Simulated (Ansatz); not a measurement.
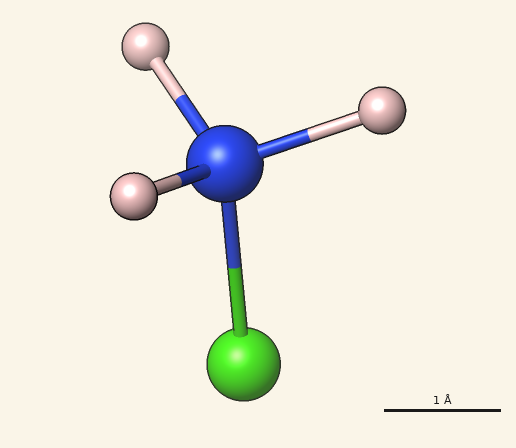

Rendered structure (ball-and-stick style). Every bond is drawn as one stick, whatever its order. Colours: silicon blue, hydrogen pink, chlorine green.

The computed structure is the end point of a PBE0-D4/def2-TZVP optimisation.

Description:

The molecule is ClH₃Si. The point group is C3v. Coordination: 1 Si tetrahedral.

The parts below concern this one geometry. Atoms keep their numbers from picture to picture.

Geometry

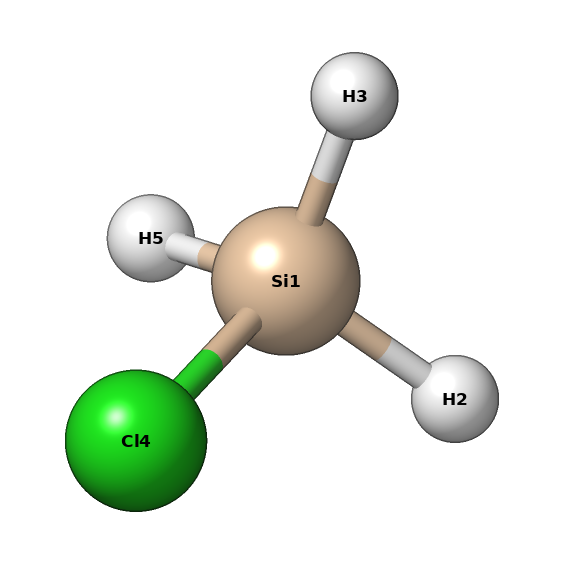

The atoms are numbered.

Which atoms are bonded, and how long are the bonds?

```
   bond  length (Å)
 Si1–H2       1.481
 Si1–H3       1.481
Si1–Cl4       2.054
 Si1–H5       1.481
```

Electronic properties

Level of theory: RKS PBE0-D4/def2-TZVP (Ansatz 0.2.0).

Give the harmonic zero-point energy at this level.

Answer. 68.6 kJ/mol.

Give the dipole moment at this level.

Answer. 1.26 D.

Vibrations

Harmonic vibrations computed with RKS PBE0-D4/def2-TZVP (Ansatz 0.2.0) at a stationary point of the same level.

How many vibrational modes are there, and where do they lie?

Answer. 9 modes: 552, 657, 657, 944, 947, 947, 2248, 2261, 2261 cm⁻¹.

Thermal motion

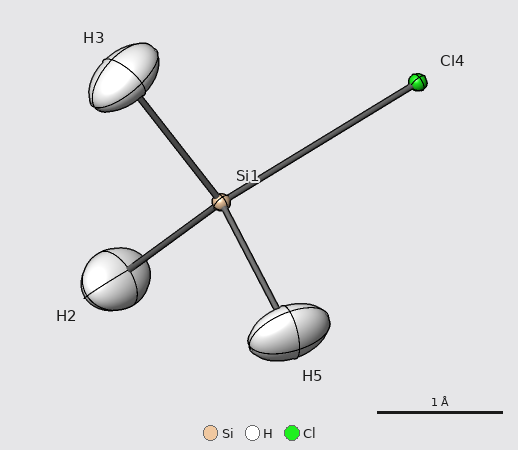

Displacement ellipsoids at the 50 % level, enlarged 1.5 times, from the internal vibrations of the free molecule (harmonic, no overall translation or rotation; no half-axis is drawn under 0.075 Å). Vibrations computed with RKS PBE0-D4/def2-TZVP (Ansatz 0.2.0). Temperature: 298 K.

Which atom moves most?

Answer. H2, H3, H5, with U_eq = 0.0138 Å².

Does H5 move more along its bond or across it?

Answer. Across it: the root-mean-square amplitude is 0.085 Å along the bond and up to 0.151 Å across, since bending and torsion are softer than stretching.

List U_eq and the three principal root-mean-square amplitudes for each kind of atom.

| atom | U_eq (Å²) | rms amplitudes (Å) |
| --- | --- | --- |
| Si1 | 0.00030 | 0.010, 0.010, 0.026 |
| H2, H3, H5 | 0.0138 | 0.085, 0.107, 0.151 |
| Cl4 | 0.00017 | 0.004, 0.004, 0.022 |

Charges

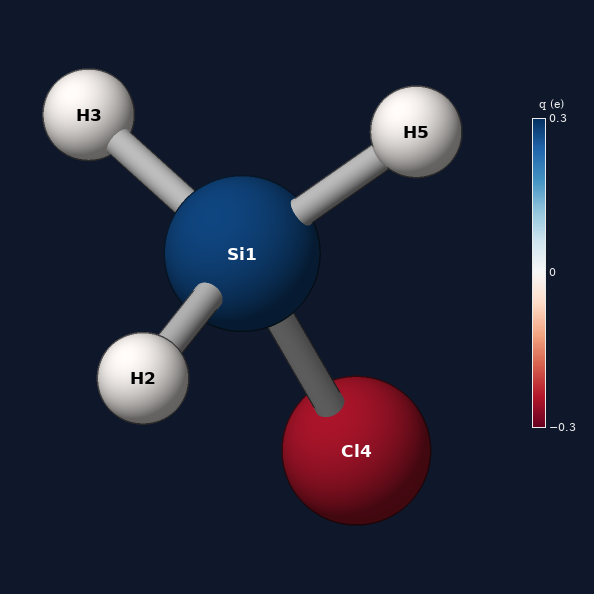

Atoms are coloured by their Mulliken charges. Level of theory: RKS PBE0-D4/def2-TZVP (Ansatz 0.2.0).

List the Mulliken charges.

| atom | value (e) |
| --- | --- |
| Si1 | 0.28 |
| H2 | −0.01 |
| H3 | −0.01 |
| Cl4 | −0.25 |
| H5 | −0.01 |

Mulliken values depend strongly on the basis set and can even reverse the polarity of a bond.
